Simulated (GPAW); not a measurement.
# How TaV absorbs and reflects light, part 2 of 2

Aim: the dielectric function of TaV, and the optical constants that follow from it.

GPAW 26.7.0; DFT, LDA, plane-wave PAW (GPAW data sets), scalar-relativistic, RPA, optical limit.

So far. Step 2 (Ground state): There are states at the Fermi level within the smearing, so the occupations stay smeared and the carriers get a Drude term.

## Step 4: Dielectric function, RPA

Transitions between filled and empty bands, summed over the zone, give the optical response, so mesh, band count and broadening shape it.

The induced potential is part of this response.

This step: DFT, LDA, plane-wave PAW (GPAW data sets), scalar-relativistic, RPA, optical limit (GPAW 26.7.0).

df.py reads:

```python
from gpaw.response.df import DielectricFunction

df = DielectricFunction('full.gpw', frequencies={'type': 'nonlinear', 'domega0': 0.03, 'omega2': 8},
                        ecut=50,
                        eta=0.2,
                        nbands=31,
                        rate=0.2,
                        txt='df.txt')
for direction in ['x', 'y', 'z']:
    df.get_dielectric_function(xc='RPA', direction=direction, filename=f'df_{direction}.csv')
```

The run is started by

```
$ OMP_NUM_THREADS=1 python df.py
```

The log of the run:

```text
Using integrator: PointIntegrator
NonLinearFrequencyDescriptor(from 0.000 to 97.120 eV, 538 points)
Nonperiodic BCs:  [False False False]
Using integrator: PointIntegrator
NonLinearFrequencyDescriptor(from 0.000 to 97.120 eV, 538 points)
Nonperiodic BCs:  [False False False]
Using integrator: PointIntegrator

Calculating chi0 body with:
    Ground state adapter containing:
    Number of spins: 2
    Number of kpoints: 2560
    Number of irreducible kpoints: 438
    Number of completely occupied states: 10
    Number of partially occupied states: 15

    Linear response parametrization:
    q_c: [0.0, 0.0, 0.0]
    Number of frequency points: 538
    Planewave cutoff: 50.0
    Number of bands: 31
    Number of planewaves: 23
    Broadening (eta): 0.2

Integrating chi0 body.

Symmetries of q_c:
    Direct symmetries (Uq -> q): 8
    Indirect symmetries (TUq -> q): 0
In total 8 allowed symmetries.

438 groups of equivalent kpoints. 82.890625% reduction.

Integral kind: spectral function

Calculating chi0 optical extensions with:
    Ground state adapter containing:
    Number of spins: 2
    Number of kpoints: 2560
    Number of irreducible kpoints: 438
    Number of completely occupied states: 10
    Number of partially occupied states: 15

    Linear response parametrization:
    Number of frequency points: 538
    Planewave cutoff: 50.0
    Number of bands: 31
    Number of planewaves: 23
    Broadening (eta): 0.2
Integrating chi0 head and wings.

Symmetries of q_c:
    Direct symmetries (Uq -> q): 8
    Indirect symmetries (TUq -> q): 0
In total 8 allowed symmetries.

438 groups of equivalent kpoints. 82.890625% reduction.

Integral kind: spectral function wings

Calculating drude chi0 with:
    Number of frequency points:538
    Plasma frequency decay rate: 0.2 eV

    Ground state adapter containing:
    Number of spins: 2
    Number of kpoints: 2560
    Number of irreducible kpoints: 438
    Number of completely occupied states: 10
    Number of partially occupied states: 15

Symmetries of q_c:
    Direct symmetries (Uq -> q): 8
    Indirect symmetries (TUq -> q): 0
In total 8 allowed symmetries.

438 groups of equivalent kpoints. 82.890625% reduction.

Integral kind: intraband
Plasma frequency:
[[6.98-0.j 0.  +0.j 0.  +0.j]
 [0.  +0.j 6.97-0.j 0.  +0.j]
 [0.  +0.j 0.  +0.j 6.48-0.j]]
```

Elapsed: 59 s, on 1 thread of Arm Neoverse V2, shared host; peak memory 0.31 GiB.

Read-outs, printed or worked out from the files:

* centre of weight of the strongest loss peak in the window: 20.92 eV

Some rows of df_x.csv (energy; Re and Im without local fields; Re and Im with them):

```text
0.000000, 1351.585829, -0.000000, 1350.394912, -0.000000
0.555532, -99.875304, 124.166079, -99.819132, 123.896978
1.143969, -22.191626, 28.886975, -22.190487, 28.715650
1.768324, -2.136316, 19.512506, -2.092590, 19.321998
2.431988, 0.712312, 17.678764, 0.921737, 17.635930
3.138794, -0.526547, 15.705294, -0.426674, 15.876448
3.893091, -0.314124, 16.819982, -0.444306, 16.969501
4.699832, -6.782677, 11.227330, -6.801225, 11.193658
5.564682, -5.235486, 7.588455, -5.246328, 7.615653
6.494155, -4.158744, 4.425760, -4.195889, 4.467701
7.495775, -2.221387, 3.019998, -2.271490, 3.042099
8.578281, -1.324066, 3.461111, -1.370528, 3.496442
9.751884, -1.036982, 2.742877, -1.073042, 2.782260
11.028587, -1.374170, 2.253552, -1.445339, 2.292132
12.422601, -0.869938, 1.617775, -0.943658, 1.657581
13.950874, -0.398030, 1.280480, -0.541973, 1.303206
15.633783, -0.566728, 1.264521, -0.646506, 1.212177
17.496047, -0.396579, 0.692675, -0.450906, 0.677282
19.567954, -0.016425, 0.367856, -0.090940, 0.371440
21.887015, 0.267184, 0.255394, 0.166208, 0.245306
```

The Im ε has structure finer than the step of the table below, so its rows give means over 2 eV, whole bins alone (the curve runs from 0.619 to 23.7 eV). Peaks (eV: height): E ∥ y 4.4: 17.2; E ∥ z 3.5: 19.8.

Sum at mesh points, not converged in k. Im ε against photon energy; means over each step:

| photon energy (eV) | E ∥ x | E ∥ y | E ∥ z |
| --- | --- | --- | --- |
| 2 | 20.1 | 17.1 | 19.8 |
| 4 | 14.6 | 13.9 | 16.5 |
| 6 | 6.16 | 6.52 | 5.75 |
| 8 | 3.21 | 3.08 | 2.94 |
| 10 | 2.69 | 2.69 | 2.31 |
| 12 | 1.81 | 2.02 | 1.80 |
| 14 | 1.40 | 1.40 | 1.35 |
| 16 | 1.07 | 1.14 | 1.09 |
| 18 | 0.594 | 0.611 | 0.557 |
| 20 | 0.363 | 0.336 | 0.383 |
| 22 | 0.235 | 0.241 | 0.279 |

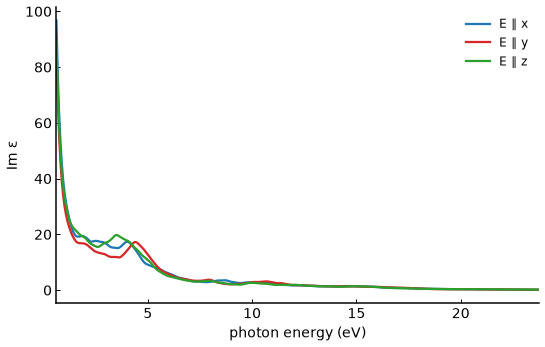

Im ε, plotted against photon energy.

Values under 1 per cm are given as 1; sum at mesh points, not converged in k. The absorption coefficient by photon energy:

| photon energy (eV) | E ∥ x (1/cm) | E ∥ y (1/cm) | E ∥ z (1/cm) |
| --- | --- | --- | --- |
| 2.508 | 7.4e5 | 6.6e5 | 6.7e5 |
| 4.981 | 1.4e6 | 1.6e6 | 1.6e6 |
| 7.496 | 1.3e6 | 1.3e6 | 1.3e6 |
| 10.026 | 1.5e6 | 1.3e6 | 1.4e6 |
| 12.504 | 1.5e6 | 1.5e6 | 1.5e6 |
| 14.960 | 1.6e6 | 1.5e6 | 1.5e6 |
| 17.496 | 1.4e6 | 1.5e6 | 1.4e6 |
| 20.061 | 8.5e5 | 7.8e5 | 8.0e5 |
| 22.440 | 4.8e5 | 4.8e5 | 5.4e5 |

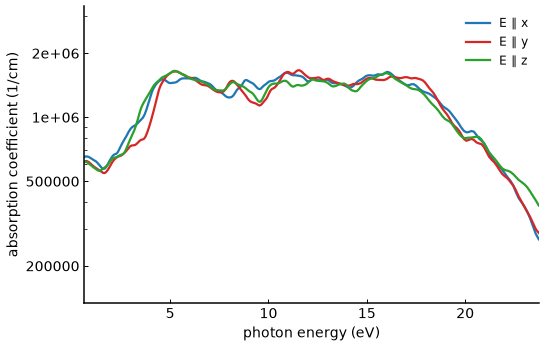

Absorption coefficient against photon energy.

The loss function −Im 1/ε at q → 0 has structure finer than the step of the table below, so its rows give means over 2 eV, whole bins alone (the curve runs from 0.619 to 23.7 eV). Peaks (eV: height): E ∥ x 21.2: 3.29; E ∥ y 19.9: 3.11; E ∥ z 21.1: 2.70.

Sum at mesh points, not converged in k. Table of loss function −Im 1/ε at q → 0 by energy loss; means over each step:

| energy loss (eV) | E ∥ x | E ∥ y | E ∥ z |
| --- | --- | --- | --- |
| 2 | 0.0479 | 0.0573 | 0.0498 |
| 4 | 0.0631 | 0.0694 | 0.0557 |
| 6 | 0.105 | 0.103 | 0.0972 |
| 8 | 0.233 | 0.232 | 0.219 |
| 10 | 0.303 | 0.354 | 0.357 |
| 12 | 0.415 | 0.392 | 0.454 |
| 14 | 0.609 | 0.609 | 0.647 |
| 16 | 0.706 | 0.728 | 0.725 |
| 18 | 1.31 | 1.19 | 1.49 |
| 20 | 2.67 | 2.82 | 2.51 |
| 22 | 2.65 | 2.44 | 2.21 |

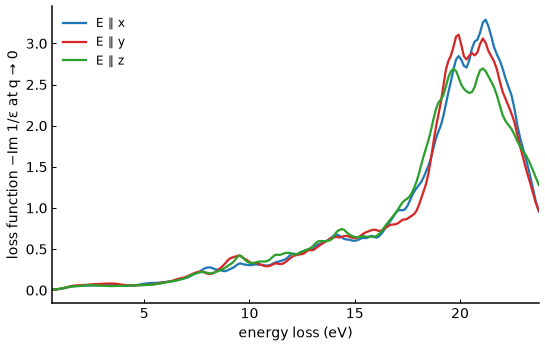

Loss function −Im 1/ε at q → 0, plotted against energy loss.

Sum at mesh points, not converged in k. The Im ε, E ∥ x by photon energy; read off at these points:

| photon energy (eV) | without local fields | with local fields |
| --- | --- | --- |
| 2 | 19.2 | 19.1 |
| 4 | 17.2 | 17.3 |
| 6 | 6.00 | 6.03 |
| 8 | 2.98 | 3.00 |
| 10 | 2.76 | 2.80 |
| 12 | 1.67 | 1.71 |
| 14 | 1.28 | 1.30 |
| 16 | 1.18 | 1.13 |
| 18 | 0.603 | 0.591 |
| 20 | 0.348 | 0.354 |
| 22 | 0.250 | 0.238 |

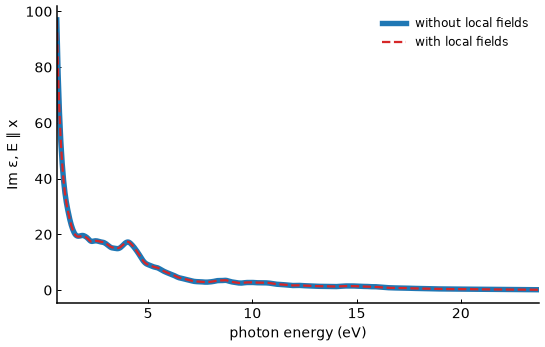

Im ε, E ∥ x, plotted against photon energy.

Sum at mesh points, not converged in k. Reflectivity at normal incidence against photon energy; read off at these points:

| photon energy (eV) | E ∥ x (%) | E ∥ y (%) | E ∥ z (%) |
| --- | --- | --- | --- |
| 1.0 | 79.3 | 78.4 | 76.5 |
| 2.0 | 53.9 | 51.9 | 53.2 |
| 3.0 | 51.1 | 44.6 | 47.9 |
| 4.0 | 53.4 | 44.1 | 55.6 |
| 4.7 | 59.8 | 55.3 | 59.8 |
| 5.0 | 57.2 | 58.1 | 60.9 |
| 5.4 | 55.8 | 60.6 | 63.7 |
| 5.5 | 56.4 | 60.6 | 63.4 |
| 6.0 | 56.8 | 58.3 | 61.2 |
| 7.0 | 53.9 | 50.9 | 54.6 |
| 8.0 | 37.3 | 43.8 | 44.4 |
| 9.0 | 41.4 | 35.9 | 42.5 |
| 10.0 | 35.1 | 26.2 | 32.3 |
| 11.0 | 39.9 | 36.1 | 36.7 |
| 12.0 | 35.8 | 36.9 | 31.2 |
| 13.0 | 34.7 | 33.8 | 33.2 |
| 14.0 | 28.7 | 28.5 | 30.5 |
| 15.0 | 29.9 | 28.4 | 26.3 |
| 16.0 | 34.8 | 28.7 | 34.0 |
| 16.3 | 37.7 | 31.0 | 36.3 |
| 17.0 | 34.6 | 33.1 | 35.1 |
| 18.0 | 34.3 | 41.2 | 35.2 |
| 18.4 | 34.5 | 41.6 | 32.5 |
| 19.0 | 31.8 | 35.4 | 27.0 |
| 20.0 | 23.6 | 22.3 | 18.1 |
| 21.0 | 20.6 | 18.5 | 16.8 |
| 22.0 | 14.3 | 12.8 | 11.3 |
| 23.0 | 9.76 | 9.11 | 8.74 |

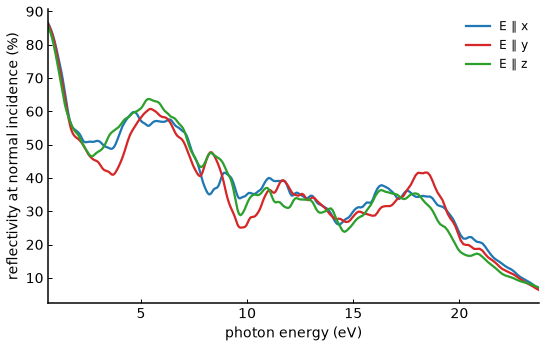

Reflectivity at normal incidence against photon energy.

Optical constants at common wavelengths, from n + ik = √ε:

| wavelength (nm) | n x | k x | R (%) x | 1/α x | n y | k y | R (%) y | 1/α y |
| --- | --- | --- | --- | --- | --- | --- | --- | --- |
| 1064 | 2.64 | 5.298 | 74.5 | 16 nm | 2.46 | 4.935 | 72.9 | 17 nm |
| 800 | 2.66 | 3.665 | 60.3 | 17 nm | 2.51 | 3.507 | 59.2 | 18 nm |
| 450 | 2.99 | 2.899 | 50.8 | 12 nm | 2.67 | 2.479 | 45.6 | 14 nm |
| 405 | 2.82 | 2.893 | 50.9 | 11 nm | 2.61 | 2.376 | 44.1 | 14 nm |
| 365 | 2.76 | 2.759 | 49.2 | 11 nm | 2.68 | 2.229 | 42.1 | 13 nm |
| 308 | 2.77 | 3.130 | 53.8 | 7.8 nm | 3.04 | 2.364 | 44.5 | 10 nm |
| 248 | 1.60 | 2.860 | 57.2 | 6.9 nm | 2.01 | 3.182 | 58.1 | 6.2 nm |

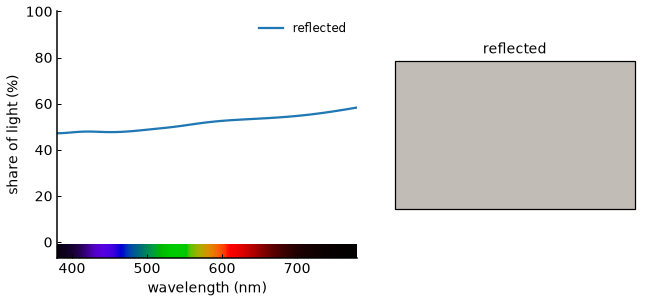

Light reflected across the visible range, with the colour that it makes of daylight (sRGB).

In reflection the computed colour is light grey: x = 0.321, y = 0.335, luminous reflectivity 51 %.

## Step 5: Outcome

```json
{"centre of weight of the strongest loss peak in the window, first axis": "20.9 eV"}
```

**Reading.** At this level (LDA, RPA) TaV is a metal. The mesh is too coarse to trust the carriers' weight, the reflectivity or the colour to better than tens of per cent. In reflection the computed colour is light grey: x = 0.321, y = 0.335, luminous reflectivity 51 %. The carriers' damping of 0.2 eV is typed, not computed; it shapes the response at the lowest energies. Spin-orbit coupling is left out although heavy atoms are present. The magnetic state comes from one start and need not be the lowest. The curves end at 24 eV, about where the summed bands run out. In this version of GPAW the matrix elements of the optical limit are incomplete, which can lower ε − 1 by up to a tenth where first-row anions or d states rule, and shift it by more in d metals. GPAW's carrier term has the form −ωp²/(ω + i·rate)², which damps like twice the rate and fails at low energy, so the curves leave the lowest energies out. The sum runs over mesh points 0.15 Å⁻¹ apart with no interpolation, so peaks are partly noise of the mesh, and the Drude plasma energy, a sum over the Fermi surface, isn't converged. Besides steps told in other documents, this task had 1 step that the program refused or didn't finish; those not told in a step above aren't shown.

[Machine, clock and banner lines and Python warnings are left out of the logs.]

[Logs are printed without paths, hosts, clocks, repeated set-up lines and the standing remarks that a program may print on its own settings, such as how far it seeks lower states.]

[Hosts, paths, dates, database ids (printed as entryN), source tags and the programs' standing remarks are cut or masked in the printed files.]
